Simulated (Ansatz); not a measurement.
## Geometry relaxation, with input and output: CH5AlFNS (part 2 of 3)

The same run, continued: CH5AlFNS; UKS PBE-D4/def2-SVP (Ansatz 0.2.0). The run did not end well. It belongs to a series of runs on one base structure; here: end point B relaxed. The run did not end well; see the last part.

Geometry of the input (Å):
```
F  0.4578  -2.7118  0.3551
C  0.4602  -1.2894  0.2868
N  -0.9263  -0.7489  0.2299
Al -0.7822  1.1815  0.1648
S  0.2420  2.2056  -1.5372
H  1.0356  -0.9737  -0.6208
H  1.0186  -0.9194  1.1991
H  -1.2997  -1.0600  -0.6511
H  -0.7063  2.7210  -2.3972
H  1.4490  2.2185  -0.7721
```

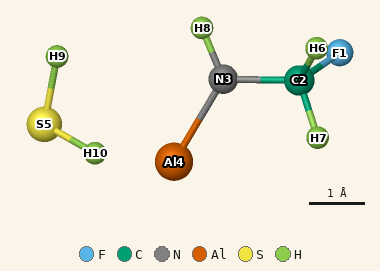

Fig. 1: The geometry at step 12 of the log (ball-and-stick view, seen at a tilt; atoms are numbered from 1 in the order of the input).

```
Unfinished report: {"positions_ang":[[-0.8049257316229552,-2.2973501789632884,0.9553832193343478],[0.3577400385970885,-1.7657007158197602,0.3665839478669231],[0.1467405693174278,-0.4986245868429139,-0.23030615441763524],[0.6354488836157383,1.085926797569884,0.6043443853543725],[-0.5658330291249298,2.4104067734615793,-1.8546192868781142],[0.7117308943269268,-2.534347080532062,-0.36031373570767083],[1.120015601133574,-1.6712561065520346,1.1785935077088499],[-0.4048289951100131,-0.5653656118685808,-1.0938529807318962],[0.6551687454753629,2.9367254512041203,-2.1689844937075384],[-0.9025369766082193,3.522995258343057,-1.139488408821637]],"unchecked":["starts","cluster_reference","orbital_swaps","neighbouring_geometries","increment"],"mean_field":{"relativity":"none","state":{"energy":{"ev":-22733.898114165208,"hartree":-835.4553461059727},"converged":true,"gradient_ev":0.00001188471965023958,"stability":{"kind":"minimum","curvature_ev":3.8811449022648024},"curvature_floor_ev":0.00030000000000000003,"spin_squared":-1.0658141036401503e-14},"others":[],"fillings":{"estimated":0,"unestimated":0,"tried":0,"untried":0,"excluded_magnetic_sites":0},"n_dropped_functions":0,"n_trapped_functions":0,"passes":{"evaluations":4,"products":29},"factors":{"origin":"density fitting in generated functions","count":1166,"bound_ev":null},"gradient_stop_ev":0.00009,"reference_kind":"stationary","functional":{"name":"PBE","citations":["Perdew, Burke & Ernzerhof, Phys. Rev. Lett. 77, 3865 (1996) doi:10.1103/PhysRevLett.77.3865"],"text":"name \"PBE\"\ncite \"Perdew, Burke & Ernzerhof, Phys. Rev. Lett. 77, 3865 (1996) doi:10.1103/PhysRevLett.77.3865\"\nparent pbe\nparameter kappa = 0.804\nparameter beta = 0.06672455060314922\nexchange = pbe_x(kappa = kappa, mu = beta*pi^2/3)\ncorrelation = pbe_c(beta = beta)\n","parameters":{"beta":{"value":0.06672455060314922,"default":0.06672455060314922},"kappa":{"value":0.804,"default":0.804}},"final_grid":{"core_spheres":13.0,"valence_spheres":11.0,"degree":36.0},"final_grid_parameter_source":"default","radial_points_factor":1.0,"radial_grid_error_ev":3.125828648923977e-7,"grid_sensitivity":"normal","grid_sensitivity_ratio":0.001870803151768979},"unsmoothed_excess_ev":-0.00003902249054849205,"symmetry":{"irreps":["A"],"axes":[[0.9983835381144752,-0.03235371812906317,0.046728446852502395],[0.03182869207389941,0.9994220593169547,0.011936570341688876],[-0.04708763301427356,-0.01042996998472778,0.998836308182292]],"occupied":[{"A":28},{"A":28}]},"density_repulsion":{"missed_ev":0.0000640632378648654,"excess_ev":0.0000640632378648654,"most_excess_ev":0.0007279999999999999,"are_drawn_again":false,"n_first_factors":1166,"energy_change_ev":0.0,"n_dropped_ends":0},"direct_passes":"host"},"factors":{"origin":"density fitting in generated functions","count":1166,"bound_ev":null},"n_frozen":0,"n_occupied":[28,28],"n_virtual":[75,75],"reference":{"ev":-22733.898114165208,"hartree":-835.4553461059727},"dispersion":{"energy":{"ev":-0.23269501957717267,"hartree":-0.008551384243111864},"switches_in_reach":[]},"total":{"ev":-22734.130809184786,"hartree":-835.4638974902158},"forces_ev_per_angstrom":[[-0.01021712525014001,-0.001300266840801572,0.0020525325421047987],[0.007867511607710227,-0.006305411536538523,0.014895591512256964],[-0.006771363675119618,0.016784939981778397,-0.009082175681217372],[-0.003909565316397076,-0.0071659871654093715,-0.007904737682959299],[0.07810959585052409,0.0986773806734423,0.017642923657549436],[0.0023328439380000342,-0.008686093726916836,-0.008644606025619467],[0.003097529552673421,0.00040133121440390175,0.001220010323445365],[0.0059413530301663285,0.0063003145559724,0.007242944217182713],[-0.08536764464775365,-0.03750118507602351,0.015037444736107217],[0.008916864903580388,-0.061205022091043976,-0.03245992759051639]],"charge_distribution":{"dipole_moment_e_ang":[0.06902252481242148,0.5273210767837212,-0.6454157093223566],"mulliken_charges_e":[-0.2608549924870438,0.27826736382940886,-0.4125157649938105,0.12589560979405867,-0.08105834549193247,0.009849470981070807,0.0031568896659271983,0.11931556741791771,0.10754134422032002,0.11040285706404485],"lowdin_charges_e":[-0.023052129198926963,0.0012130007982698032,-0.028801700798867458,-0.13533188051904688,0.2464845601205674,-0.03396702448608835,-0.020330480475827306,-0.0002234610976441509,-0.0026447608108108867,-0.0033461235316745164]},"n_threads":2,"memory_gib":2.556818182580173,"seconds":{"hamiltonian":6.246634265,"orbitals":0.0,"second_order":0.0,"solver_start":0.0,"cycles":0.0,"cycle":0.0,"perturbative":0.0,"full_ci_increment":0.0,"forces":0.0}}
this run last wrote the structure of step 50 to [file]
Error: geometry relaxation did not converge after 50 steps: max|allowed force component| = 9.87e-2 eV/Å (threshold 2.0e-2). Raise `relax.max_steps` over both its present limit and 50, loosen `relax.f_tol`, or start from a geometry closer to equilibrium. Where this run's directory can be resumed (`checkpoint.write`), a resume goes on for up to `relax.max_steps` more
```

### Trajectory as extended XYZ (Å, eV, eV/Å), 46 of the 50 frames kept, from step=1 to step=50
```
10
Properties=species:S:1:pos:R:3:forces:R:3 step=1 energy=-22730.90916
F     0.4578   -2.7118    0.3551   -0.0785   1.2237  -0.1276
C     0.4602   -1.2894    0.2868   -0.7753  -0.3637   0.1352
N    -0.9263   -0.7489    0.2299    2.0436   1.0620   1.0152
Al   -0.7822    1.1815    0.1648   -0.4959  -1.2486   1.1460
S     0.2420    2.2056   -1.5372    0.1075  -0.5408  -0.1603
H     1.0356   -0.9737   -0.6208    0.2207  -0.5143   0.0517
H     1.0186   -0.9194    1.1991   -0.4568  -0.0520  -0.3372
H    -1.2997   -1.0600   -0.6511   -0.6069  -0.4471  -1.0918
H    -0.7063    2.7210   -2.3972   -1.3191   0.8887  -1.6016
H     1.4490    2.2185   -0.7721    1.3608  -0.0079   0.9704
10
Properties=species:S:1:pos:R:3:forces:R:3 step=2 energy=-22731.44851
F     0.3844   -2.7086    0.4178    0.0522   0.6065  -0.1098
C     0.4912   -1.3108    0.2546   -0.7596  -0.2654   0.2586
N    -0.8425   -0.6975    0.2152    1.2302   0.6268  -0.2942
Al   -0.7986    1.2084    0.3152    0.0866  -1.0853   0.6363
S     0.1450    2.2332   -1.5010   -0.5408  -0.0179   0.0505
H     1.1156   -1.1415   -0.6708   -0.2180  -0.1536   0.2550
H     1.0428   -0.9176    1.1471   -0.0242   0.0348  -0.1823
H    -1.2808   -1.0017   -0.6659   -0.2229  -0.0699  -0.0939
H    -0.6821    2.7537   -2.5865    0.0928   0.2554  -0.6927
H     1.3738    2.2058   -0.6684    0.3038   0.0685   0.1725
10
Properties=species:S:1:pos:R:3:forces:R:3 step=3 energy=-22731.81633
F     0.3542   -2.7139    0.4367    0.0898   0.2632  -0.0027
C     0.5007   -1.3302    0.2465   -0.5198  -0.2786   0.0724
N    -0.7904   -0.6791    0.2073    0.4629   0.4193  -0.9538
Al   -0.7778    1.1897    0.4487    0.3144  -0.9448   0.6420
S     0.0270    2.2961   -1.4384   -0.7682   0.6209  -0.0271
H     1.1361   -1.2180   -0.6870   -0.3446  -0.0180   0.3521
H     1.0580   -0.9238    1.1218    0.1874   0.0320  -0.0327
H    -1.2773   -0.9734   -0.6676    0.0653   0.0613   0.4209
H    -0.6027    2.7726   -2.7637    1.0073  -0.2735   0.1570
H     1.3209    2.2034   -0.6470   -0.4945   0.1181  -0.6282
10
Properties=species:S:1:pos:R:3:forces:R:3 step=4 energy=-22732.24433
F     0.3434   -2.7258    0.4456    0.0550   0.0755   0.0913
C     0.4991   -1.3496    0.2490   -0.2305  -0.2501  -0.1265
N    -0.7617   -0.6775    0.1929   -0.0134   0.3066  -0.9317
Al   -0.7359    1.1520    0.5578    0.1634  -0.7184   0.6722
S    -0.1094    2.4072   -1.3535    0.2528   0.7441  -0.5364
H     1.1313   -1.2506   -0.6841   -0.2275  -0.0352   0.2634
H     1.0680   -0.9343    1.1117    0.2080   0.0087   0.0557
H    -1.2760   -0.9612   -0.6721    0.2078   0.0892   0.5129
H    -0.4798    2.7557   -2.8848    1.0059  -0.4577   1.0759
H     1.2697    2.2075   -0.7051   -1.4215   0.2372  -1.0769
10
Properties=species:S:1:pos:R:3:forces:R:3 step=5 energy=-22732.72706
F     0.3262   -2.7389    0.4665    0.0054  -0.0139   0.1195
C     0.5001   -1.3716    0.2479   -0.1022  -0.1568  -0.1015
N    -0.7357   -0.6698    0.1699   -0.0447   0.2444  -0.6602
Al   -0.6916    1.1225    0.6437   -0.0648  -0.4362   0.7423
S    -0.2397    2.5414   -1.2917    1.2616   0.2060  -1.1177
H     1.1275   -1.2919   -0.6813   -0.0709  -0.0839   0.0909
H     1.0870   -0.9507    1.0996    0.1276  -0.0061   0.0443
H    -1.2672   -0.9439   -0.6791    0.1689   0.0226   0.3047
H    -0.3158    2.7030   -2.9064    0.6142  -0.2899   1.7209
H     1.1579    2.2233   -0.8119   -1.8952   0.5138  -1.1431
10
Properties=species:S:1:pos:R:3:forces:R:3 step=6 energy=-22733.27911
F     0.3016   -2.7476    0.4916   -0.0261  -0.0430   0.1131
C     0.5028   -1.3897    0.2428   -0.1119  -0.0395  -0.0040
N    -0.7092   -0.6535    0.1412    0.1377   0.2588  -0.2354
Al   -0.6806    1.0981    0.7524   -0.1911  -0.3886   0.5735
S    -0.3300    2.5974   -1.2916    1.5275   0.0810  -1.6486
H     1.1292   -1.3383   -0.6823    0.0240  -0.1079  -0.0363
H     1.1056   -0.9661    1.0871    0.0465  -0.0195  -0.0101
H    -1.2545   -0.9206   -0.6906    0.0619  -0.0370   0.0409
H    -0.1531    2.6622   -2.8405   -0.0033  -0.1495   1.8829
H     1.0370    2.2816   -0.9528   -1.4652   0.4452  -0.6760
10
Properties=species:S:1:pos:R:3:forces:R:3 step=8 energy=-22733.86150
F     0.2513   -2.7724    0.5575   -0.0339   0.0562   0.0565
C     0.5176   -1.4358    0.2413   -0.3211   0.1793  -0.0416
N    -0.6592   -0.6342    0.1004    0.4721   0.0866   0.1809
Al   -0.7775    0.9635    1.0511   -0.0954  -0.2789  -0.0517
S    -0.3346    2.7930   -1.4530   -0.0615   0.1112  -0.3869
H     1.1468   -1.4566   -0.6829   -0.0393  -0.0588  -0.0065
H     1.1433   -1.0073    1.0694   -0.0203  -0.0386  -0.0523
H    -1.2184   -0.8809   -0.7237    0.0322  -0.0456  -0.0557
H    -0.0411    2.6271   -2.7946   -0.1417  -0.0134   0.2974
H     0.9207    2.4271   -1.1081    0.2088   0.0020   0.0598
10
Properties=species:S:1:pos:R:3:forces:R:3 step=9 energy=-22733.92351
F     0.1864   -2.7523    0.6420   -0.0192   0.0225   0.0441
C     0.5197   -1.4530    0.2390   -0.0751   0.1437  -0.0834
N    -0.6048   -0.6074    0.0421    0.1069  -0.1488  -0.0027
Al   -0.8607    0.8873    1.0904   -0.0254   0.0681   0.0580
S    -0.3035    2.8679   -1.4332   -0.0110   0.0794  -0.0976
H     1.1374   -1.5608   -0.6859    0.0067  -0.0821   0.0167
H     1.1688   -1.0037    1.0343    0.0114  -0.0641   0.0024
H    -1.1689   -0.8803   -0.7711    0.0351   0.0071  -0.0469
H    -0.1270    2.5215   -2.7459   -0.0385  -0.0291   0.0838
H     1.0013    2.6042   -1.1543    0.0091   0.0034   0.0256
10
Properties=species:S:1:pos:R:3:forces:R:3 step=10 energy=-22733.95448
F     0.0895   -2.7346    0.6977    0.0146   0.0904  -0.0307
C     0.5222   -1.4732    0.2424   -0.0784  -0.0985   0.0813
N    -0.5416   -0.5670   -0.0042    0.1768  -0.0781  -0.2691
Al   -0.8311    0.8992    1.0853   -0.0139   0.0407   0.0326
S    -0.3390    2.9338   -1.4305   -0.0190   0.0364  -0.0313
H     1.1530   -1.6776   -0.6584   -0.0806   0.0438   0.0252
H     1.1879   -1.0520    1.0381   -0.0162  -0.0286   0.0053
H    -1.0403   -0.7743   -0.8815    0.0382   0.0101   0.1352
H    -0.2118    2.4212   -2.6908   -0.0119  -0.0276   0.0553
H     0.9600    2.6479   -1.1407   -0.0096   0.0113  -0.0038
10
Properties=species:S:1:pos:R:3:forces:R:3 step=11 energy=-22733.97272
F    -0.0612   -2.7111    0.7440    0.1846   0.4896  -0.2193
C     0.5282   -1.5075    0.2529   -0.1990  -0.2274  -0.0615
N    -0.4227   -0.4993   -0.0873    0.3145  -0.3297  -0.0765
Al   -0.7758    0.9167    1.0622    0.0199   0.0114  -0.0191
S    -0.3951    3.0120   -1.4251    0.0403  -0.2972  -0.4514
H     1.1799   -1.8197   -0.6114   -0.2671   0.1048   0.2100
H     1.2018   -1.1303    1.0642   -0.1036  -0.0313  -0.0154
H    -0.9011   -0.6892   -0.9808    0.0900   0.0049   0.1528
H    -0.3163    2.3092   -2.6195   -0.0336   0.2529   0.4949
H     0.9110    2.7425   -1.1418   -0.0460   0.0221  -0.0144
10
Properties=species:S:1:pos:R:3:forces:R:3 step=12 energy=-22734.00251
F    -0.1631   -2.6918    0.7218    0.2085   0.4136  -0.1809
C     0.5278   -1.5318    0.2669   -0.1758  -0.1977  -0.0469
N    -0.3361   -0.4686   -0.1225    0.2004  -0.2299   0.0129
Al   -0.6845    0.9482    1.0285    0.0160   0.0160   0.0165
S    -0.4492    3.0281   -1.4340    0.0080  -0.0740  -0.0125
H     1.1971   -1.8809   -0.5658   -0.1930   0.0661   0.1739
H     1.1792   -1.1952    1.1144   -0.0982  -0.0312  -0.0499
H    -0.8007   -0.6465   -1.0232    0.0670  -0.0019   0.0596
H    -0.3818    2.2858   -2.5789    0.0016   0.0055   0.0558
H     0.8599    2.7761   -1.1499   -0.0346   0.0336  -0.0284
10
Properties=species:S:1:pos:R:3:forces:R:3 step=13 energy=-22734.02736
F    -0.2995   -2.6505    0.6412    0.2770   0.3866  -0.1500
C     0.5164   -1.5412    0.2723   -0.2586  -0.1096   0.0480
N    -0.2285   -0.4029   -0.1475    0.1370  -0.2483   0.0801
Al   -0.5744    0.9842    1.0415    0.0359   0.0222   0.0108
S    -0.5403    2.9087   -1.3897    0.4740   0.0521   0.1135
H     1.2075   -1.9168   -0.5231   -0.0882  -0.0146   0.0872
H     1.1310   -1.2795    1.1761   -0.1511  -0.0379  -0.1432
H    -0.6537   -0.5294   -1.0760    0.0950  -0.0020   0.0665
H    -0.4407    2.1747   -2.5331    0.0117  -0.0669  -0.0423
H     0.8309    2.8762   -1.2044   -0.5326   0.0183  -0.0706
10
Properties=species:S:1:pos:R:3:forces:R:3 step=14 energy=-22734.05616
F    -0.4201   -2.6168    0.5667    0.3026   0.3684  -0.1211
C     0.5009   -1.5670    0.2821   -0.1938  -0.1532   0.0761
N    -0.1224   -0.3677   -0.1543   -0.0082  -0.1084  -0.0806
Al   -0.4317    1.0213    1.0453    0.0113   0.0174   0.0052
S    -0.6202    2.9193   -1.4137    0.1723  -0.1864  -0.1160
H     1.2130   -1.9771   -0.4749   -0.0661  -0.0344   0.0582
H     1.0711   -1.3731    1.2315   -0.1484  -0.0284  -0.1590
H    -0.4872   -0.4349   -1.1176    0.1122  -0.0323   0.2117
H    -0.4899    2.0698   -2.4858   -0.0052   0.1355   0.1792
H     0.7352    2.9495   -1.2222   -0.1767   0.0217  -0.0537
10
Properties=species:S:1:pos:R:3:forces:R:3 step=15 energy=-22734.06937
F    -0.5212   -2.5635    0.4749    0.3422   0.3448  -0.0934
C     0.4845   -1.5725    0.2806   -0.2651  -0.0511   0.0408
N    -0.0347   -0.3188   -0.1531    0.0427  -0.2662  -0.0346
Al   -0.3280    1.0518    1.0727    0.0218   0.0073  -0.0202
S    -0.6852    2.8041   -1.3744    0.4078   0.0206  -0.0844
H     1.2141   -2.0099   -0.4442   -0.0874  -0.0097   0.0464
H     1.0059   -1.4460    1.2697   -0.1519   0.0090  -0.2015
H    -0.3536   -0.3365   -1.1356    0.1251  -0.0663   0.2684
H    -0.5031    1.9661   -2.4436   -0.0145   0.0698   0.1016
H     0.6700    3.0485   -1.2896   -0.4206  -0.0582  -0.0231
10
Properties=species:S:1:pos:R:3:forces:R:3 step=16 energy=-22734.08550
F    -0.5704   -2.5399    0.4516    0.1698   0.1653  -0.0480
C     0.4777   -1.6008    0.2945   -0.1480  -0.0050  -0.0052
N     0.0287   -0.3289   -0.1556    0.0261  -0.1271   0.0600
Al   -0.2547    1.0594    1.0521    0.0143   0.0080  -0.0007
S    -0.7302    2.8424   -1.3905    0.1661  -0.0246   0.0142
H     1.2102   -2.0718   -0.4050   -0.0418   0.0064   0.0339
H     0.9655   -1.4924    1.2981   -0.0590   0.0108  -0.1034
H    -0.2561   -0.3411   -1.1433    0.0375  -0.0452   0.0629
H    -0.5310    1.9837   -2.4332   -0.0049   0.0126   0.0006
H     0.6089    3.1128   -1.3112   -0.1601  -0.0011  -0.0143
10
Properties=species:S:1:pos:R:3:forces:R:3 step=17 energy=-22734.09319
F    -0.6084   -2.5170    0.4197    0.0164   0.0166  -0.0135
C     0.4673   -1.6155    0.3007   -0.0459   0.0505  -0.0410
N     0.0684   -0.3260   -0.1406    0.0274  -0.0791   0.1053
Al   -0.1949    1.0640    1.0695    0.0218   0.0001  -0.0447
S    -0.7511    2.7886   -1.3729    0.0674   0.0117  -0.0080
H     1.1995   -2.1004   -0.3887   -0.0101   0.0097   0.0192
H     0.9348   -1.5329    1.3129   -0.0018   0.0046  -0.0124
H    -0.1941   -0.3232   -1.1320    0.0023  -0.0076  -0.0266
H    -0.5249    1.9928   -2.4594   -0.0059  -0.0043   0.0085
H     0.5521    3.1929   -1.3518   -0.0716  -0.0023   0.0131
10
Properties=species:S:1:pos:R:3:forces:R:3 step=18 energy=-22734.09238 accepted=F
F    -0.6268   -2.5143    0.4264   -0.0220  -0.0152  -0.0179
C     0.4546   -1.6238    0.3030    0.1332  -0.1303   0.1569
N     0.0776   -0.3426   -0.1477   -0.1096   0.1350  -0.2983
Al   -0.1376    1.0798    1.0169    0.0087   0.1097   0.1768
S    -0.7661    2.7751   -1.3622   -0.0790  -0.0082  -0.0084
H     1.1916   -2.1184   -0.3702    0.0118  -0.0644  -0.0483
H     0.9200   -1.5270    1.3135   -0.0013  -0.0563   0.0638
H    -0.1728   -0.3467   -1.1438   -0.0085   0.0088   0.0155
H    -0.4989    1.9901   -2.4456    0.0193  -0.0064  -0.0371
H     0.5071    3.2512   -1.3328    0.0474   0.0273  -0.0030
10
Properties=species:S:1:pos:R:3:forces:R:3 step=20 energy=-22734.09788
F    -0.6449   -2.5090    0.4054   -0.0068  -0.0045   0.0011
C     0.4534   -1.6351    0.3086    0.0272  -0.0095   0.0153
N     0.0955   -0.3392   -0.1372   -0.0132   0.0235  -0.0415
Al   -0.0983    1.0871    1.0391    0.0113   0.0098   0.0231
S    -0.7851    2.7624   -1.3739    0.1249   0.0222  -0.0354
H     1.1875   -2.1367   -0.3655   -0.0028  -0.0140  -0.0095
H     0.9070   -1.5627    1.3273   -0.0082  -0.0074   0.0158
H    -0.1535   -0.3340   -1.1330   -0.0023  -0.0011   0.0026
H    -0.4845    1.9896   -2.4610    0.0005   0.0274   0.0297
H     0.4716    3.3010   -1.3524   -0.1306  -0.0464  -0.0012
10
Properties=species:S:1:pos:R:3:forces:R:3 step=21 energy=-22734.09864
F    -0.6856   -2.4949    0.4003    0.0187   0.0121   0.0003
C     0.4405   -1.6548    0.3161    0.0450  -0.0253   0.0456
N     0.1273   -0.3491   -0.1313   -0.0257   0.0469  -0.0741
Al    0.0034    1.1023    1.0241    0.0006  -0.0074   0.0067
S    -0.8158    2.7168   -1.3809    0.2906   0.1152  -0.0649
H     1.1682   -2.1781   -0.3486   -0.0221  -0.0223  -0.0185
H     0.8859   -1.5953    1.3392   -0.0125  -0.0163   0.0251
H    -0.1182   -0.3385   -1.1283   -0.0033   0.0040   0.0149
H    -0.4285    2.0052   -2.4852   -0.0090   0.0570   0.0801
H     0.3716    3.4098   -1.3482   -0.2824  -0.1639  -0.0153
10
Properties=species:S:1:pos:R:3:forces:R:3 step=22 energy=-22734.10163
F    -0.6818   -2.4954    0.4193   -0.0074  -0.0033   0.0029
C     0.4426   -1.6562    0.3163    0.0320  -0.0163   0.0232
N     0.1233   -0.3536   -0.1383   -0.0221   0.0425  -0.0568
Al   -0.0054    1.0977    1.0165    0.0108   0.0024   0.0255
S    -0.8129    2.7242   -1.3849    0.0828   0.0156  -0.0470
H     1.1607   -2.1853   -0.3545   -0.0072  -0.0114  -0.0068
H     0.8981   -1.5902    1.3347   -0.0036  -0.0060   0.0089
H    -0.1334   -0.3498   -1.1323    0.0017  -0.0064   0.0094
H    -0.3994    2.0045   -2.4713   -0.0066   0.0286   0.0340
H     0.3569    3.4276   -1.3481   -0.0806  -0.0456   0.0067
```
